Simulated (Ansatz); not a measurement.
C₂H₇NSi: molecular dynamics (part 2 of 2)

The same run, continued: C₂H₇NSi, SMILES N=CC[SiH3]; UKS revPBE/def2-SVP (Ansatz 0.2.0). The geometry comes from this level: PBE0-D4/def2-TZVP.

### Trajectory as extended XYZ, continued
```
11
Properties=species:S:1:pos:R:3:forces:R:3 step=12 time_fs=24.0 energy=-11545.81778 temperature=536.4
N    -1.6537    1.6042    0.4962   -1.5635   1.0464  -1.5366
C    -0.7117    0.8664    0.9767   -0.3964   0.9991  -1.3674
C    -0.1993   -0.5400    0.4449   -0.2382   2.5107  -0.3032
Si    1.1482   -0.5814   -0.9357    0.3903  -0.7247  -1.3244
H    -2.3507    1.5482   -0.4327    2.4678  -1.2277   2.6803
H    -0.1549    1.5289    1.8013   -0.4478  -2.0104  -0.9664
H     0.3563   -0.9559    1.2286    1.4092  -0.9763   1.9845
H    -1.0170   -1.2444    0.3395   -0.7900  -0.3024  -0.6020
H     2.0350   -1.8513   -0.6964   -0.6350   0.5938  -0.1281
H     0.6852   -0.6223   -2.4618    0.0642  -0.0180   1.2598
H     2.1503    0.5494   -0.9192   -0.2606   0.1095   0.3036
11
Properties=species:S:1:pos:R:3:forces:R:3 step=13 time_fs=26.0 energy=-11546.27048 temperature=866.0
N    -1.6609    1.6211    0.4993   -0.0005   0.1595  -0.2714
C    -0.7228    0.8528    0.9740   -0.3923   2.0248  -0.7894
C    -0.2098   -0.5206    0.4498    0.7912   0.0440   1.5884
Si    1.1584   -0.5887   -0.9390   -0.2999  -0.9137  -1.4463
H    -2.2555    1.4891   -0.3922    1.2041  -1.0098   1.3093
H    -0.1682    1.4888    1.8265   -0.5460  -1.9608  -1.1107
H     0.3956   -1.0098    1.2911   -0.4808   0.4547  -0.4520
H    -1.0724   -1.2212    0.3475    0.1543   0.1947  -0.5216
H     2.1131   -1.8004   -0.7477   -0.6938   0.3764   0.0502
H     0.6664   -0.6355   -2.4579    0.0647  -0.0847   1.2569
H     2.0988    0.5404   -0.9864    0.1989   0.7149   0.3866
11
Properties=species:S:1:pos:R:3:forces:R:3 step=14 time_fs=28.0 energy=-11546.35779 temperature=1000.2
N    -1.6682    1.6385    0.5018    3.0853   0.4289   4.1590
C    -0.7352    0.8456    0.9687   -0.6537   1.9512  -0.8923
C    -0.2178   -0.5009    0.4597    0.8490  -1.5260   1.7671
Si    1.1682   -0.5973   -0.9442   -0.7474  -0.4392  -0.9783
H    -2.1139    1.3911   -0.3013   -1.9757  -1.8042  -3.6185
H    -0.2025    1.3734    1.8092    0.0722  -0.8679  -0.0199
H     0.4165   -1.0464    1.3365   -1.3020   1.1317  -1.3677
H    -1.1220   -1.1905    0.3356    0.9065   0.4534  -0.4148
H     2.1649   -1.7348   -0.7971   -0.4653  -0.0826   0.2474
H     0.6501   -0.6520   -2.4058   -0.1024  -0.1598   0.7119
H     2.0547    0.5587   -1.0390    0.3336   0.9145   0.4059
11
Properties=species:S:1:pos:R:3:forces:R:3 step=15 time_fs=30.0 energy=-11546.59456 temperature=1113.1
N    -1.6669    1.6572    0.5157    0.7045  -1.2892  -0.1577
C    -0.7497    0.8447    0.9605   -0.7578   0.6781  -1.6110
C    -0.2231   -0.4862    0.4754    0.7245  -1.7824   0.7248
Si    1.1770   -0.6065   -0.9509   -0.7300   0.7792  -0.0179
H    -2.0477    1.2238   -0.3490   -0.3517   0.0844  -0.1298
H    -0.2341    1.2245    1.7910    1.1818   0.7442   2.0798
H     0.3876   -1.0397    1.3295   -1.1719   1.0212  -0.9981
H    -1.1371   -1.1423    0.3077    0.8497   0.1505  -0.3862
H     2.1989   -1.6723   -0.8372   -0.0442  -0.5990   0.4137
H     0.6298   -0.6746   -2.3263   -0.4526  -0.2467  -0.3303
H     2.0234    0.6122   -1.0762    0.0477   0.4598   0.4125
11
Properties=species:S:1:pos:R:3:forces:R:3 step=16 time_fs=32.0 energy=-11546.30133 temperature=883.5
N    -1.6637    1.6723    0.5292   -0.5871  -2.9414  -2.9800
C    -0.7667    0.8460    0.9472    1.1292   0.6177   0.8227
C    -0.2261   -0.4771    0.4935    0.1412  -0.5435  -1.6257
Si    1.1848   -0.6146   -0.9575   -0.4145   1.9350   0.8940
H    -1.9948    1.0592   -0.4017    0.1641   2.1478   1.9462
H    -0.2205    1.1036    1.8526    0.2337   0.8355   0.8953
H     0.3136   -0.9938    1.2843    0.0719  -0.1563   0.9062
H    -1.1195   -1.0882    0.2649    0.1227  -0.5053  -0.4923
H     2.2313   -1.6326   -0.8616    0.2212  -0.8239   0.4839
H     0.5920   -0.7067   -2.2593   -0.7847  -0.3284  -1.2361
H     1.9938    0.6834   -1.0976   -0.2976  -0.2373   0.3856
11
Properties=species:S:1:pos:R:3:forces:R:3 step=17 time_fs=34.0 energy=-11545.81691 temperature=548.6
N    -1.6620    1.6794    0.5345   -0.8393  -3.1304  -3.3378
C    -0.7801    0.8492    0.9364    3.0092   0.3884   3.6688
C    -0.2286   -0.4697    0.5063   -0.6491   0.8383  -3.9771
Si    1.1921   -0.6201   -0.9630   -0.2952   2.2758   0.8471
H    -1.9354    0.9764   -0.3800   -0.2336   2.7747   1.7038
H    -0.1978    1.0145    1.9487   -0.9788   0.8822  -1.0546
H     0.2422   -0.9538    1.2736    1.3205  -1.5390   2.9139
H    -1.0972   -1.0534    0.2031   -0.3592  -0.8695  -0.5299
H     2.2724   -1.6243   -0.8675    0.0428  -0.5691   0.4313
H     0.5241   -0.7516   -2.2394   -0.5746  -0.3166  -0.9595
H     1.9527    0.7457   -1.1043   -0.4427  -0.7348   0.2939
11
Properties=species:S:1:pos:R:3:forces:R:3 step=18 time_fs=36.0 energy=-11546.01658 temperature=642.2
N    -1.6627    1.6779    0.5306   -0.4475  -2.1100  -1.9686
C    -0.7839    0.8537    0.9374    3.4246   0.1423   4.7498
C    -0.2332   -0.4597    0.5064    0.5275  -1.2044  -1.7572
Si    1.1990   -0.6225   -0.9673   -0.6038   1.8432   0.2179
H    -1.8848    0.9999   -0.2928   -0.9833   1.9707  -0.0757
H    -0.2127    0.9589    2.0046   -1.1791   1.1020  -1.6212
H     0.2212   -0.9726    1.3747   -0.2211  -0.1173   0.0737
H    -1.0887   -1.0517    0.1209    0.0841  -0.5123  -0.1310
H     2.3151   -1.6378   -0.8569   -0.3768  -0.0887   0.3068
H     0.4340   -0.8087   -2.2563    0.1230  -0.1664   0.0579
H     1.8945    0.7801   -1.0998   -0.3476  -0.8591   0.1476
11
Properties=species:S:1:pos:R:3:forces:R:3 step=19 time_fs=38.0 energy=-11545.85755 temperature=579.7
N    -1.6647    1.6705    0.5213    1.2312   1.2534   2.9398
C    -0.7767    0.8587    0.9538    2.3203   0.1132   3.7361
C    -0.2362   -0.4535    0.5009    0.7633  -2.6081  -0.2760
Si    1.2051   -0.6224   -0.9713   -1.1226   1.0074  -0.0858
H    -1.8717    1.0989   -0.2083   -2.3171  -1.5493  -4.8117
H    -0.2728    0.9454    1.9985   -0.6235   1.2207  -0.9527
H     0.1917   -0.9961    1.4790   -0.9162   0.6822  -1.9364
H    -1.0768   -1.0697    0.0333    0.6428   0.1124   0.4744
H     2.3436   -1.6548   -0.8344   -0.6718   0.2875   0.1714
H     0.3482   -0.8724   -2.2710    0.7407   0.0272   0.7745
H     1.8227    0.7816   -1.0896   -0.0472  -0.5465  -0.0336
11
Properties=species:S:1:pos:R:3:forces:R:3 step=20 time_fs=40.0 energy=-11546.23982 temperature=791.4
N    -1.6632    1.6665    0.5201    0.6146  -0.7802   0.4549
C    -0.7619    0.8641    0.9821   -0.4026  -0.2908  -0.7513
C    -0.2367   -0.4556    0.4944    0.7583  -2.3869   0.2568
Si    1.2096   -0.6208   -0.9754   -1.6801   0.0505   0.0734
H    -1.9475    1.1390   -0.3080   -0.6680   0.3716  -1.1655
H    -0.3570    0.9786    1.9559    0.7608   1.3073   1.7043
H     0.1269   -0.9934    1.5093   -0.6583   0.5228  -2.1822
H    -1.0403   -1.0835   -0.0364    0.5450   0.4578   0.8120
H     2.3464   -1.6608   -0.8053   -0.6823   0.4239   0.0613
H     0.2905   -0.9353   -2.2560    1.0471   0.1732   0.9632
H     1.7489    0.7621   -1.0807    0.3654   0.1507  -0.2268
11
Properties=species:S:1:pos:R:3:forces:R:3 step=21 time_fs=42.0 energy=-11546.27191 temperature=862.8
N    -1.6601    1.6604    0.5201   -0.3979  -1.6776  -1.9132
C    -0.7485    0.8686    1.0082   -1.7930  -0.5782  -3.2300
C    -0.2347   -0.4654    0.4888    0.8314  -0.6784  -0.0954
Si    1.2119   -0.6192   -0.9795   -2.0647  -0.5242   0.5399
H    -2.0492    1.1934   -0.4528    1.1467   1.2809   2.2845
H    -0.4124    1.0622    1.9785    1.0858   1.0010   2.2196
H     0.0366   -0.9707    1.4561    0.1580  -0.4467  -0.7235
H    -0.9827   -1.0798   -0.0753   -0.2452   0.3169   0.5816
H     2.3231   -1.6506   -0.7738   -0.3938   0.2991   0.0136
H     0.2728   -0.9917   -2.2040    1.0051   0.2206   0.7013
H     1.6889    0.7484   -1.0804    0.6677   0.7866  -0.3784
11
Properties=species:S:1:pos:R:3:forces:R:3 step=22 time_fs=44.0 energy=-11546.07838 temperature=733.9
N    -1.6580    1.6497    0.5149   -0.5314  -1.0282  -1.8670
C    -0.7407    0.8712    1.0240   -1.4593   0.3172  -1.1735
C    -0.2301   -0.4775    0.4828    0.9397   1.9351  -1.7510
Si    1.2113   -0.6184   -0.9829   -1.9637  -0.0536   1.2682
H    -2.1073    1.2972   -0.5106    1.7319   0.6397   2.8903
H    -0.4264    1.1845    2.0863    0.1428  -0.3636  -1.1362
H    -0.0480   -0.9650    1.3749    1.0947  -2.0962   2.2678
H    -0.9343   -1.0639   -0.0920   -1.2739  -0.1013  -0.1016
H     2.2845   -1.6288   -0.7416    0.1239  -0.0308   0.0477
H     0.2936   -1.0400   -2.1250    0.5526   0.1009  -0.0182
H     1.6541    0.7648   -1.0946    0.6428   0.6808  -0.4265
11
Properties=species:S:1:pos:R:3:forces:R:3 step=23 time_fs=46.0 energy=-11546.08818 temperature=703.5
N    -1.6574    1.6360    0.5044    0.3122  -0.0049   0.0386
C    -0.7376    0.8748    1.0361   -1.5258   0.9993  -0.4959
C    -0.2224   -0.4834    0.4712    1.1537   1.3406   0.0869
Si    1.2080   -0.6176   -0.9845   -1.3073   1.1648   2.1384
H    -2.0992    1.4260   -0.4577    1.1713  -0.4638   1.3131
H    -0.4349    1.2933    2.1510   -0.0867  -1.3422  -2.4022
H    -0.0909   -1.0398    1.3803    0.8359  -1.1289   0.8191
H    -0.9345   -1.0518   -0.1126   -1.3327   0.0437  -0.1848
H     2.2506   -1.6082   -0.7074    0.6109  -0.3327   0.1274
H     0.3357   -1.0846   -2.0462   -0.2219  -0.2237  -1.0703
H     1.6440    0.8073   -1.1253    0.3902  -0.0523  -0.3703
11
Properties=species:S:1:pos:R:3:forces:R:3 step=24 time_fs=48.0 energy=-11545.77493 temperature=518.1
N    -1.6559    1.6223    0.4940    3.1086   1.0758   6.0007
C    -0.7394    0.8817    1.0467   -1.5475   0.9542  -0.8512
C    -0.2110   -0.4850    0.4597    0.2545  -0.6505   1.7576
Si    1.2030   -0.6151   -0.9831   -0.6608   1.8256   2.4803
H    -2.0461    1.5375   -0.3542   -1.6337  -1.5523  -4.6950
H    -0.4468    1.3512    2.1238    0.0787  -1.6255  -1.9682
H    -0.1020   -1.1582    1.4172    0.4594   0.7032  -1.4937
H    -0.9859   -1.0379   -0.1404   -0.2718   0.7003   0.5016
H     2.2399   -1.6002   -0.6682    0.6902  -0.2758   0.1354
H     0.3694   -1.1380   -2.0082   -0.6169  -0.4356  -1.6094
H     1.6487    0.8481   -1.1703    0.1394  -0.7194  -0.2581
11
Properties=species:S:1:pos:R:3:forces:R:3 step=25 time_fs=50.0 energy=-11546.03671 temperature=615.6
N    -1.6458    1.6115    0.5002    0.1858   1.7325   1.2512
C    -0.7461    0.8917    1.0545   -0.8090  -1.0111  -2.4261
C    -0.1987   -0.4887    0.4539   -0.7358  -1.2350   1.7138
Si    1.1969   -0.6102   -0.9784   -0.6237   1.2027   1.7635
H    -2.0555    1.5901   -0.4304    0.1971  -1.2720  -0.5225
H    -0.4558    1.3469    2.0210    0.6515  -0.8153   0.3695
H    -0.0955   -1.2501    1.3970    0.3232   1.4455  -1.9165
H    -1.0480   -0.9971   -0.1492    0.5984   0.9093   0.8531
H     2.2557   -1.6028   -0.6236    0.3382   0.1220   0.0107
H     0.3797   -1.2083   -2.0318   -0.1148  -0.0989  -0.9577
H     1.6588    0.8614   -1.2254   -0.0109  -0.9797  -0.1390
11
Properties=species:S:1:pos:R:3:forces:R:3 step=26 time_fs=52.0 energy=-11545.92302 temperature=615.1
N    -1.6352    1.6054    0.5098   -2.2840   2.8032  -2.4939
C    -0.7556    0.8985    1.0546   -0.0736  -3.6875  -4.5493
C    -0.1887   -0.4964    0.4536   -1.1748  -0.3464   0.7779
Si    1.1900   -0.6035   -0.9712   -0.7797  -0.0007   0.7453
H    -2.0573    1.5940   -0.5270    1.3249  -1.2427   2.4866
H    -0.4397    1.3113    1.9318    1.5679   0.6992   3.5885
H    -0.0766   -1.2871    1.3031    0.3145   1.1115  -0.9685
H    -1.0875   -0.9213   -0.1252    0.7276   0.5154   0.5506
H     2.2845   -1.6007   -0.5783   -0.1038   0.5124  -0.1407
H     0.3856   -1.2828   -2.0923    0.5273   0.4432   0.0574
H     1.6685    0.8372   -1.2862   -0.0463  -0.8075  -0.0538
11
Properties=species:S:1:pos:R:3:forces:R:3 step=27 time_fs=54.0 energy=-11546.20267 temperature=789.7
N    -1.6308    1.6070    0.5126   -2.5100   2.8851  -2.8345
C    -0.7653    0.8935    1.0400    2.2664  -2.8431  -0.5535
C    -0.1825   -0.5052    0.4558   -1.1273   2.3399  -1.2729
Si    1.1820   -0.5969   -0.9629   -0.8183  -1.0467   0.0358
H    -2.0083    1.5503   -0.5287    0.9665  -0.9923   2.3327
H    -0.3634    1.3024    1.9799    0.2162  -0.4002   0.6488
H    -0.0455   -1.2816    1.1715    0.5368  -0.8365   1.4387
H    -1.0992   -0.8252   -0.0799    0.0421  -0.2695  -0.2666
H     2.3095   -1.5789   -0.5382   -0.3813   0.6688  -0.2050
H     0.4117   -1.3407   -2.1508    0.7799   0.7643   0.7217
H     1.6766    0.7819   -1.3493    0.0289  -0.2699  -0.0451
11
Properties=species:S:1:pos:R:3:forces:R:3 step=28 time_fs=56.0 energy=-11546.19716 temperature=815.6
N    -1.6334    1.6166    0.5076   -0.4199   2.0281   0.6564
C    -0.7677    0.8792    1.0236    3.3101  -1.2610   2.2901
C    -0.1798   -0.5066    0.4539   -0.8820   3.4839  -1.7897
Si    1.1728   -0.5916   -0.9545   -0.7414  -1.6191  -0.3752
H    -1.9219    1.4683   -0.4409   -0.5239  -0.9537  -1.1500
H    -0.2784    1.2781    2.0531   -1.0282  -0.9718  -1.5909
H     0.0064   -1.3082    1.0944    0.5018  -1.4631   2.1543
H    -1.1093   -0.7389   -0.0447   -0.6481  -0.9889  -0.9148
H     2.3200   -1.5313   -0.5058   -0.4030   0.5583  -0.1421
H     0.4680   -1.3696   -2.1820    0.6801   0.7934   0.9645
H     1.6857    0.7159   -1.4146    0.1544   0.3941  -0.1026
11
Properties=species:S:1:pos:R:3:forces:R:3 step=29 time_fs=58.0 energy=-11546.21826 temperature=875.1
N    -1.6371    1.6318    0.5043    1.2481   1.0189   2.7780
C    -0.7596    0.8608    1.0144    2.8771   0.0594   2.9193
C    -0.1800   -0.4967    0.4462   -0.9269   0.8186  -0.3515
Si    1.1625   -0.5886   -0.9466   -0.4743  -1.3495  -0.5918
H    -1.8551    1.3491   -0.3966   -1.2119  -1.1620  -3.0458
H    -0.2324    1.2163    2.0658   -1.3637  -0.7317  -1.9529
H     0.0779   -1.3911    1.0996   -0.4352   1.1233   0.1640
H    -1.1444   -0.6901   -0.0443   -0.0485  -1.2536  -0.6771
H     2.3151   -1.4620   -0.4786   -0.1415   0.2317   0.0412
H     0.5506   -1.3681   -2.1764    0.3210   0.5243   0.7892
H     1.7009    0.6647   -1.4841    0.1558   0.7206  -0.0727
11
Properties=species:S:1:pos:R:3:forces:R:3 step=30 time_fs=60.0 energy=-11546.29941 temperature=924.8
N    -1.6373    1.6500    0.5088    1.2103  -2.1504  -1.3275
C    -0.7420    0.8425    1.0146    1.2832   0.7195   1.4468
C    -0.1831   -0.4842    0.4373   -1.5027  -0.7792  -0.1771
Si    1.1515   -0.5873   -0.9395    0.0882  -0.1669  -0.5621
H    -1.8345    1.1846   -0.4691   -0.2654   0.9632   1.4275
H    -0.2384    1.1260    2.0034   -0.7495   0.0429  -0.6136
H     0.1330   -1.4314    1.1111   -0.9790   2.1927  -0.6633
H    -1.1816   -0.6891   -0.0700    0.9235  -1.1010  -0.1163
H     2.3047   -1.3834   -0.4497    0.2887  -0.1590   0.2896
H     0.6462   -1.3466   -2.1404   -0.2309  -0.0817   0.1144
H     1.7221    0.6408   -1.5569   -0.0663   0.5201   0.1817
```

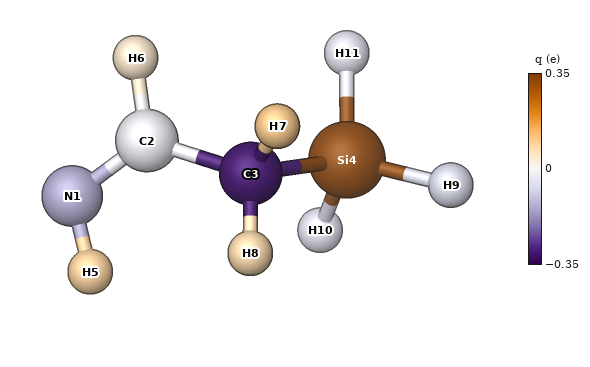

Figure 1. Mulliken charges, as the colour of each atom (ball-and-stick view, seen at a tilt; atoms are numbered from 1 in the order of the input). By element: N −0.14, C −0.31 to −0.02, Si +0.33 and H −0.07 to +0.10 e.

This output came from the following input.

### Input file
```yaml
crystal:
  periodic: [false, false, false]
  atoms:
    - {symbol: N, position_ang: [-1.637103, 1.511046, 0.466091]}
    - {symbol: C, position_ang: [-0.594671, 0.890549, 0.822096]}
    - {symbol: C, position_ang: [-0.197841, -0.508304, 0.490798]}
    - {symbol: Si, position_ang: [1.100305, -0.546029, -0.883762]}
    - {symbol: H, position_ang: [-2.246129, 0.909475, -0.093403]}
    - {symbol: H, position_ang: [0.128290, 1.450749, 1.424898]}
    - {symbol: H, position_ang: [0.241152, -0.998179, 1.366331]}
    - {symbol: H, position_ang: [-1.062611, -1.096049, 0.167873]}
    - {symbol: H, position_ang: [1.550841, -1.945186, -1.105508]}
    - {symbol: H, position_ang: [0.513973, -0.010805, -2.138816]}
    - {symbol: H, position_ang: [2.269094, 0.285834, -0.495998]}
basis:
  gaussian: {orbitals: def2-SVP}
magnetization: {spin_polarized: true, initial_magnetization: 0}
hamiltonian: {xc: {name: revPBE}}
md: {timestep: 2 fs, n_steps: 30, ensemble: nvt_nose_hoover, temperature: 1500, initial_velocities: maxwell_boltzmann, seed: 22}
```

Run as:
```bash
ansatz run in.yaml --threads 2 --pin off --events-out ev --progress --plain --max-ram 4352MiB
```

### Key numbers

```csv
quantity,value
outcome,finished
mean temperature over the second half,751 K
trajectory,"30 steps, 60 fs"
ensemble,nvt_nose_hoover
temperature in the input,1500 K
time step,2 fs
potential energy (last step),−11546.2995 eV
SCF solution under orbital rotations (last step),stable
largest force (length of the vector) (last step),2.802 eV/Å
dipole moment (last step),1.97 D
hardware,"2 threads of Arm Neoverse V2, 23 GiB of memory available, shared host"
wall time,66 s (CPU time 2.1 min)
peak memory,0.15 GiB
```

So short a trajectory is not equilibrated. The temperature stays far from the 1500 K of the thermostat over the second half: the run isn't equilibrated.
